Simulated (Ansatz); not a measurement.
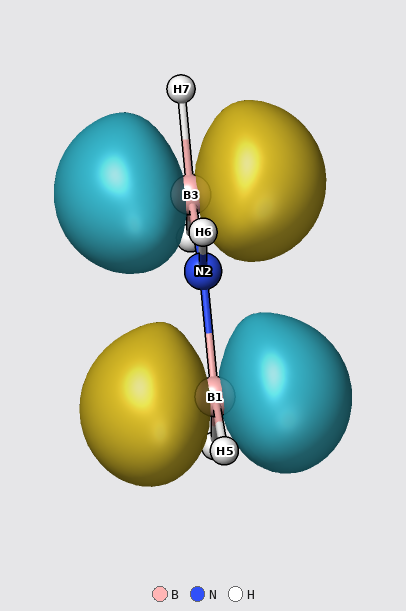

*B2H5N. One frontier orbital at ±0.15 Å⁻³ᐟ² (yellow and cyan are the two phases), seen at an oblique angle.*

Computed with Ansatz 0.2.0, RKS PBE-D4/def2-SVP.

```yaml
atoms:
  - { symbol: B, position_ang: [-0.8369, 0.6624, -0.7006] }
  - { symbol: N, position_ang: [0.2573, 0.3755, 0.1712] }
  - { symbol: B, position_ang: [0.7027, -0.9202, 0.5741] }
  - { symbol: H, position_ang: [-1.4734, -0.2647, -1.1584] }
  - { symbol: H, position_ang: [-1.1023, 1.8206, -0.9617] }
  - { symbol: H, position_ang: [0.7759, 1.1791, 0.5425] }
  - { symbol: H, position_ang: [1.6571, -1.0156, 1.3226] }
  - { symbol: H, position_ang: [0.1117, -1.8942, 0.1542] }
```

**Which orbital is it: HOMO or LUMO?**

The LUMO, at −2.36 eV. Its weight (Hirshfeld) is mainly on B1 (about 40 %), B3 (about 40 %) and N2 (about 10 %); it changes sign across the molecular plane (π type).
